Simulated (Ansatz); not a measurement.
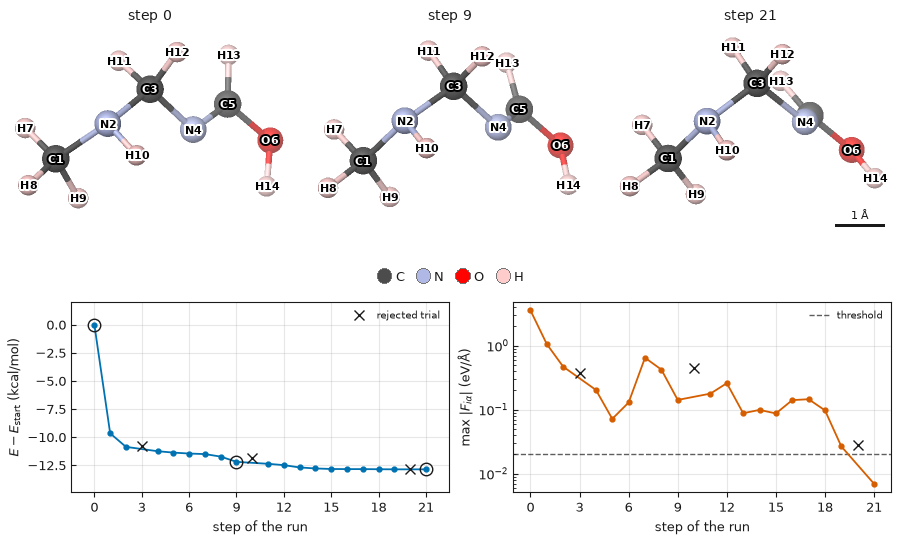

Frames of a relaxation of C$_{3}$H$_{8}$N$_{2}$O, marked on the history of the run. The picture is a ball-and-stick view, seen at a tilt.

The run prepares an end point of a later path (hydrogen shift) calculation, from a guessed geometry.

These are results of RKS LDA/def2-SVP in Ansatz 0.2.0, not measurements. Set-up: no spin polarisation; force threshold 0.02 eV/Å; at most 50 steps.

> Describe the path.

H13 moves most after the best rigid fit: 1.19 Å. Largest moves by element: H 1.19 Å, C 0.45 Å, O 0.45 Å, N 0.41 Å. Near-neighbour distances that change, for instance: C5–H13 1.054 → 1.120 Å, C1–H8 1.047 → 1.111 Å, C1–H9 1.176 → 1.123 Å, C1–H7 1.071 → 1.115 Å. Bond angles that change, for instance: N2–C1–H9 110.1° → 115.2°, C3–N2–H10 105.4° → 110.1°, H7–C1–H8 111.4° → 106.8°. Groups turn about C3–N4 by about 60°. The energy falls by 12.9 kcal/mol in 18 accepted moves (21 points after the start). Largest force component: 3.6 eV/Å at the start, 0.0069 eV/Å at the end. The line search rejected the trial steps at points 3, 10, 20 of the run. Cost: 27 s on 2 threads of Intel(R) Xeon(R) Platinum 8488C (Sapphire Rapids), with other jobs on the host, peak memory 0.17 GiB. From step 0 to 9: H13 moves most (0.58 Å), energy −12.2 kcal/mol. From step 9 to 21: H13 moves most (0.64 Å), energy −0.67 kcal/mol.

```tsv
step	E − E(0), kcal/mol	largest force component, eV/Å	note
0	0.00	3.5583	
1	-9.65	1.0562	
2	-10.85	0.4696	
3	-10.79	0.3750	rejected
4	-11.24	0.2035	
5	-11.36	0.0719	
6	-11.45	0.1295	
7	-11.50	0.6478	
8	-11.72	0.4230	
9	-12.19	0.1420	
10	-11.82	0.4437	rejected
11	-12.36	0.1783	
12	-12.48	0.2595	
13	-12.68	0.0880	
14	-12.77	0.0992	
15	-12.82	0.0873	
16	-12.83	0.1411	
17	-12.83	0.1457	
18	-12.84	0.0976	
19	-12.85	0.0266	
20	-12.85	0.0279	rejected
21	-12.85	0.0069
```
